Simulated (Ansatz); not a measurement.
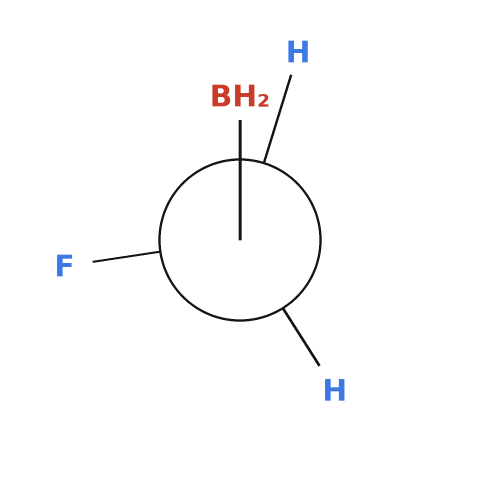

A Newman projection along the O–Ge bond, oxygen in front; angles are drawn as computed, but eclipsed bonds slightly apart. The geometry was computed by an optimisation with PBE-D4/def2-SVP. No frequency run is at hand to confirm it as a minimum.

Question: Which molecule is it?

Answer: BFGeH4O, B[O][GeH2][F]

Question: What is the torsion angle from the front BH2 to the back F? The sign is positive where the front bond must turn clockwise to cover the back bond.

Answer: −98°, about perpendicular.
